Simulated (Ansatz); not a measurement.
# B₂H₅Si (SMILES B[SiH]=[BH2-]) (charge −1): what the fields show

Input file:

```
crystal:
  periodic: [false, false, false]
  atoms:
    - symbol: B
      position_ang: [-1.998824, 1.227640, -0.956586]
    - symbol: B
      position_ang: [-2.160179, 1.609074, 2.420796]
    - symbol: Si
      position_ang: [-1.378936, 1.952731, 0.705223]
    - symbol: H
      position_ang: [-1.485627, 1.462013, -2.039452]
    - symbol: H
      position_ang: [-2.963721, 0.482696, -0.964874]
    - symbol: H
      position_ang: [-0.174076, 2.874603, 0.658674]
    - symbol: H
      position_ang: [-3.129424, 0.874423, 2.503784]
    - symbol: H
      position_ang: [-1.748738, 2.083989, 3.467731]
basis:
  gaussian: {orbitals: def2-TZVPD}
total_charge: -1
hamiltonian: {xc: {name: PBE0}}
output: {forces: true, orbitals: {seedname: orbitals}}
```

Launched as:

```sh
ansatz run input.yaml --threads 2 --pin off --max-ram 4350MiB --events-out events.jsonl --progress --plain --runs-dir runs
```

Geometry: PBE0-D3(BJ)/def2-SVPD.

The calculation used isolated molecule in a Gaussian basis; Kohn-Sham density functional theory, functional PBE0 (Ansatz).

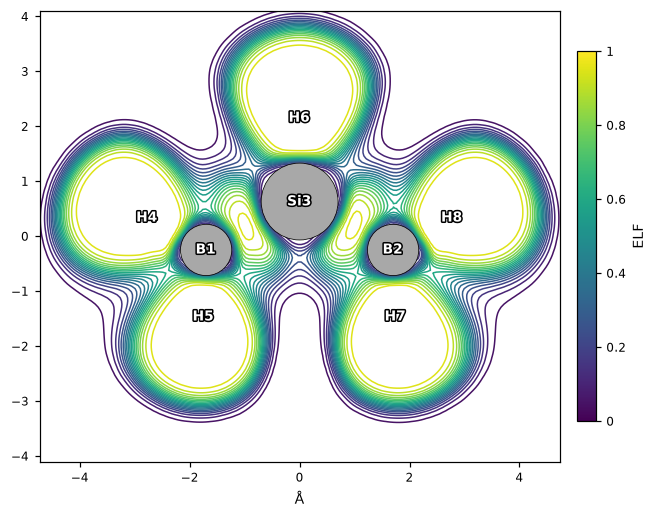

Figure 1. Electron localisation function on the molecular plane. Grey discs cover the atomic cores.

Q: Read the bonding off the picture.

A: The section cuts through B, Si and H sites. Si–B (1.92 Å): the ELF peaks at about 0.95 between the atoms (a covalent bond). B–H (1.22 Å): the ELF climbs to about 1 towards the hydrogen, as it does in any bond to H (an ordinary covalent bond to hydrogen). Si–H (1.52 Å): the ELF climbs to about 1 towards the hydrogen.

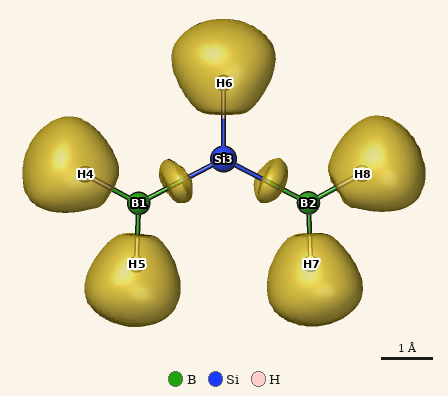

Figure 2. Isosurface of the electron localisation function at 0.9 (yellow), seen across its widest extent. Only the valence region is drawn (cores and ρ < 0.01 e/Å³ removed).

Q: What do the ELF domains correspond to?

A: The ELF exceeds this value in two regions between bonded B–Si atoms (shared pairs) and five regions around hydrogen nuclei.

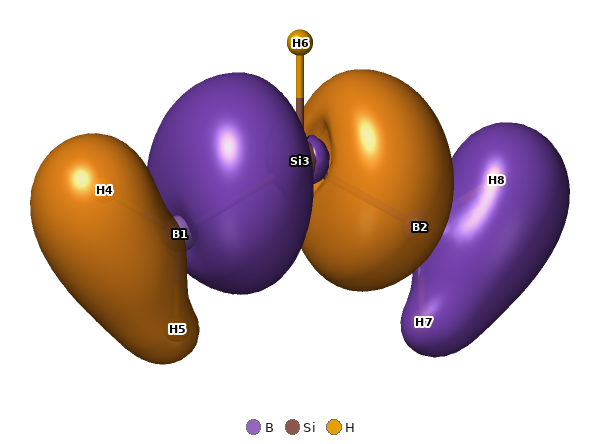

Figure 3. The HOMO−1 at ±0.08 Å⁻³ᐟ² (orange and purple are the two phases), seen at a tilt.

Q: Where does this orbital lie, and at what energy?

A: It lies mainly on Si3 (about 35 %), B1 (about 25 %), B2 (about 25 %), H4 (about 5 %) and H8 (about 5 %); it is symmetric in the molecular plane (an in-plane orbital: σ, lone-pair or in-plane π type). Its energy is −2.74 eV.
